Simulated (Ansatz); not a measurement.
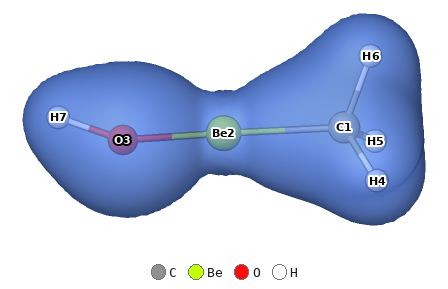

The picture shows: CH$_{4}$BeO. Isosurface of the electron density at 0.2 e/Å³ (blue), seen across its widest extent.

Geometry: B3LYP-D3(BJ)/def2-SVP.

Computed with isolated molecule in a Gaussian basis; Kohn-Sham density functional theory, functional PBE0 (Ansatz 0.2.0).

```xyz
7

C    -2.1749   -0.9029   -1.5956
Be   -1.8879    0.6244   -2.2190
O    -1.6501    1.8913   -2.7661
H    -2.9042   -1.4723   -2.1996
H    -1.2556   -1.5139   -1.5477
H    -2.5804   -0.8585   -0.5685
H    -1.4769    2.8274   -2.7628
```

> How is the density connected at this value?

At this value the surface is in one piece. It bridges the sampled Be–O (1.40 Å), C–Be (1.67 Å), O–H (0.95 Å) and C–H (1.10 Å) contacts, where the density stays above the isovalue. On the grid the lowest density along these lines, outside the cores, is 1.3 e/Å³ (Be–O, 1.40 Å), 0.76 e/Å³ (C–Be, 1.67 Å), 2.4 e/Å³ (O–H, 0.95 Å) and 1.8 e/Å³ (C–H, 1.10 Å).
